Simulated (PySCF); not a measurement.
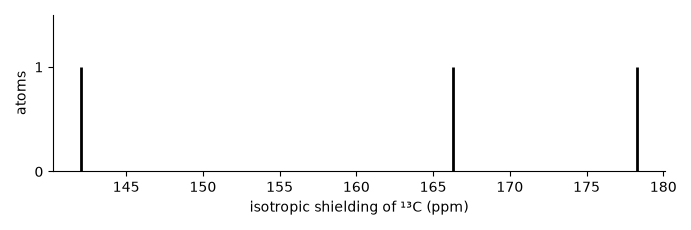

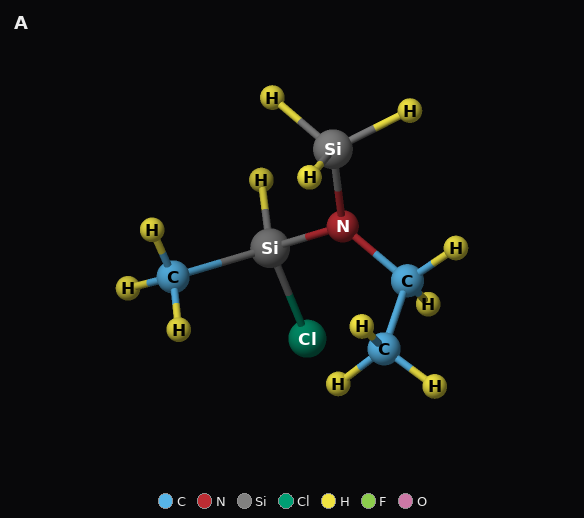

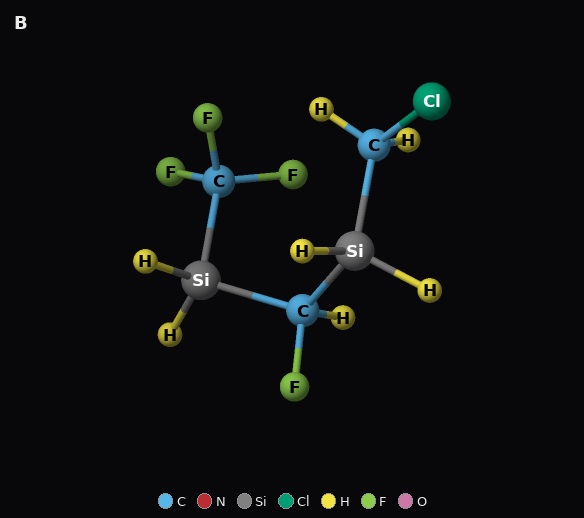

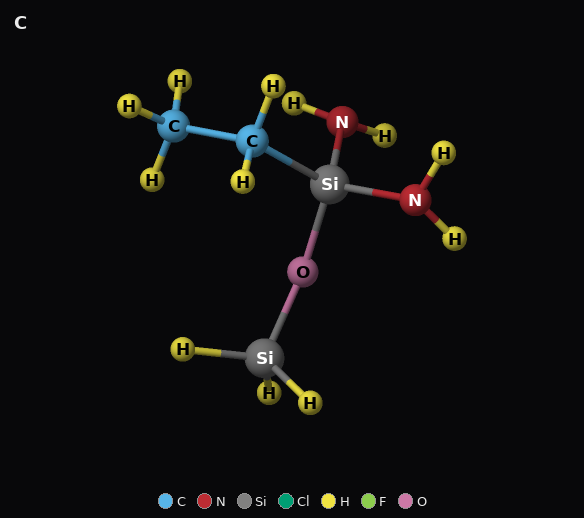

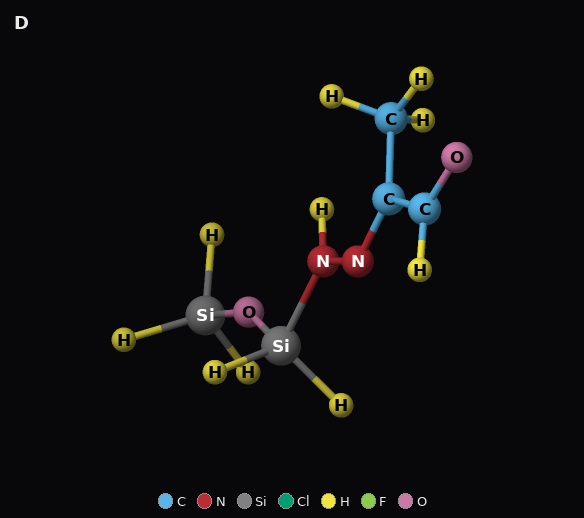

The sticks are computed shieldings of one of the molecules, for one fixed geometry (GFN2-xTB) without averaging over rotations. Low shielding means a high chemical shift. Method: GIAO PBE0/pcSseg-1 NMR shielding, non-relativistic, gas phase (PySCF 2.14.0).

Match the spectrum to a structure.

A, `CCN([SiH3])[Si@H](C)Cl`. Its 3 C atoms give lines at 142.1, 166.3, 178.3 ppm.

The geometry is semi-empirical. Around Si such bond lengths and angles can be off by a tenth of an ångström or more and by several degrees, and values that hang on the shape move with them.
